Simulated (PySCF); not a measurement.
## Electronic structure of C$_{4}$H$_{3}$FN$_{2}$Si in real space

The calculation's input:

```
{"job": {"kind": "uv", "xc": "CAM-B3LYP", "basis": "def2-SVPD", "nstates": 8, "ntriplets": 3}, "charge": 0, "multiplicity": 1}
N     -3.199839    -0.456029     1.751064
C     -2.409643    -0.282334     0.940970
Si    -1.129182    -0.002652    -0.391894
C      0.476285    -0.552732     0.431470
C      1.673322    -0.065625     0.112918
F      2.798141    -0.497419     0.721074
C      1.888551     0.926398    -0.877174
N      2.038470     1.723326    -1.685889
H     -1.125535     1.417753    -0.726878
H     -1.453482    -0.896280    -1.504297
H      0.448336    -1.311737     1.202673
```

Launched as:

```sh
OMP_NUM_THREADS=1 python probes_run.py task.json out
```

Geometry: GFN2-xTB.

Computed with PySCF 2.14.0, CAM-B3LYP/def2-SVPD, SCF density, gas phase.

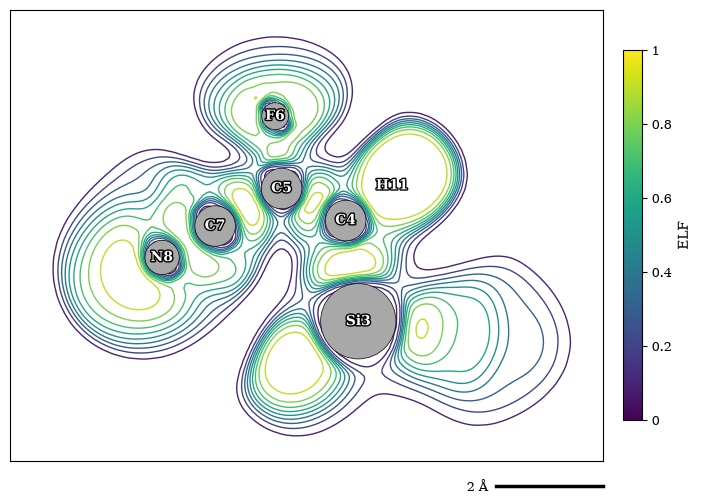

Figure 1. ELF on the plane of atoms F6, C5 and C7. Grey discs cover the atomic cores.

Q: Describe what can be read from this map.

A:
- Atoms in the plane: Si, C, F, N and H.
- C–N (1.15 Å): the ELF peaks at about 0.85 between the atoms; a short, multiple covalent bond.
- C–C (1.33 Å): the ELF peaks at about 0.95 between the atoms (a short, multiple covalent bond).
- C–F (1.35 Å): the ELF peaks at about 0.85 between the atoms, as expected for a shared but strongly polarised pair.
- C–Si (1.89 Å): the ELF peaks at about 1 between the atoms: localised, covalent bonding.
- C–H (1.08 Å): the ELF climbs to about 1 towards the hydrogen, as it does in any bond to H (an ordinary covalent bond to hydrogen).
- The ELF also peaks beside N8 and F6, away from the bonds: lone-pair regions.

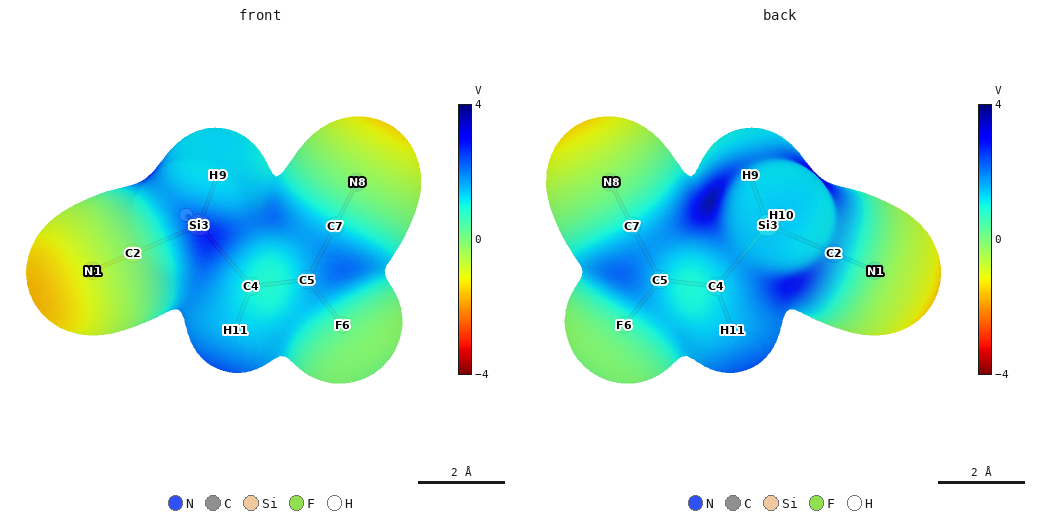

Figure 2. The electrostatic potential painted on the density surface at 0.004 e/bohr³, seen from the front and from behind; the colour scale runs from red (negative) to blue (positive).

Q: Describe the electrostatic potential map.

A: The most negative region (about −1.7 V, or −39 kcal/mol for a unit charge) lies over N1, the most positive (about +3.3 V, or +76 kcal/mol for a unit charge) over Si3. N1 is the likeliest acceptor of a hydrogen bond.
